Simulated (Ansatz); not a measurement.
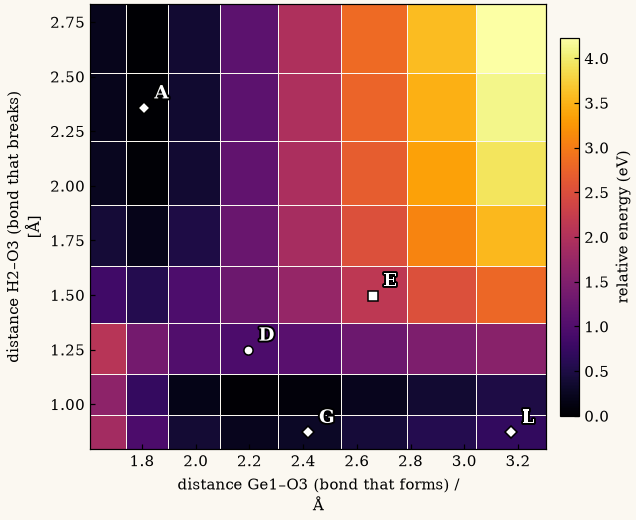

The reacting system GeH4O (fragments GeH₂ + H₂O where the first distance is long, GeH₂O + H₂ where the second is long). 
- The first coordinate is: distance Ge1–O3 (bond that forms); the second: distance H2–O3 (bond that breaks).
- Relaxed at each point: all other coordinates.
- The grid has 8 × 8 points.
- Points are written as (first, second).
- All energies are given in eV relative to the lowest grid point.
- Energies and slopes of some neighbouring points disagree (a jump in structure or state, or too coarse a mesh). The reference is spin-restricted, so regions where a bond is pulled apart into radicals lie too high.
- These are results of RKS wB97X-V/def2-SVP (Ansatz), not measurements.

Drawn: one coloured cell a grid point, lettered points.

Is D the lowest point of the computed grid?

No. D lies 0.95 eV above the lowest grid point, which is at (1.806 Å, 2.358 Å).

Rank the lettered points by energy, lowest first.

A (0.00 eV), G (0.28 eV), L (0.70 eV), D (0.95 eV), E (2.14 eV).
